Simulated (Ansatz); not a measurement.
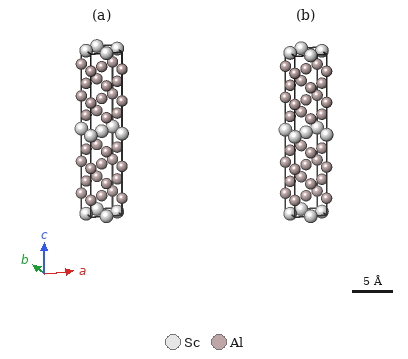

The structure of a crystal of ScAl$_{4}$ (a generated structure, set up in Fmmm) before (left) and after (right) a relaxation, at one scale.

The picture is a spheres-only view of the conventional cell (4 times the calculation's cell), seen slightly off an axis. Lengths and directions refer to the drawn axes.

All numbers below come from DFT PBE, scalar-relativistic, plane waves, PAW in Ansatz.

Input
```yaml
crystal:
  lattice:
    - [0.0, 2.083332897, 10.4676938333]
    - [2.0332404709, 0.0, 10.4676938333]
    - [2.0332404709, 2.083332897, 0.0]
  atoms:
    - { symbol: Sc, position: [0.5, 0.5, 0.5] }
    - { symbol: Al, position: [0.1042265971, 0.1042265971, 0.8957734029] }
    - { symbol: Al, position: [0.7005861134, 0.7005861134, 0.2994138866] }
    - { symbol: Al, position: [0.2994138866, 0.2994138866, 0.7005861134] }
    - { symbol: Al, position: [0.8957734029, 0.8957734029, 0.1042265971] }
basis:
  ecutwfc: 420
kpoints:
  mp_grid: { grid: [14, 14, 14] }
hamiltonian:
  xc: pbe
scf:
  occupations: { method: gaussian, width: 0.1 }
output:
  forces: true
  stress: true
  eigenvalues: true
  write_density: true
  write_potential: true
  elf: true
  volumetric_format: npy
relax:
  adjacent_minimum: "off"
  f_tol: 0.01
  max_steps: 80
  cell: { stress_tol: 0.05 }
```

Command:
```bash
ansatz run input.yaml --threads 1 --pin off --max-ram 2560MiB --backend cpu --events-out ev --progress --plain --runs-dir out
```

Summarise the run.

After 3 accepted moves (4 points after the start) the energy has fallen by 1.3 meV per atom. The largest force component goes from 0.066 to 0.0067 eV/Å. Pressure: −0.15 GPa at the start and −0.01 GPa at the end. The SCF was repeated once at an unchanged geometry on a basis and grid sized afresh for the cell, which shifted the energy by less than 0.05 meV per atom at most. The largest moves relative to the cell, 0.022 Å, are those of Al2 and Al5. Al2 goes along +c. Sc stays in place. The volume changes by −0.2 %, with a 4.066 → 4.141 Å (+1.8 %), b 4.167 → 4.139 Å (−0.7 %), c 20.935 → 20.649 Å (−1.4 %). Near-neighbour distances that change, for instance: Al3–Al4 2.936 → 2.887 Å, Al2–Al3 2.900 → 2.865 Å, Sc1–Al2 2.982 → 3.003 Å, Al2–Al2 2.911 → 2.927 Å. The space group (tolerance 0.01 Å) goes from Fmmm (No. 69) to I4/mmm (No. 139). The run took 2.9 min on 1 thread of Arm Neoverse V2, with other jobs on the host, peak memory 0.77 GiB.
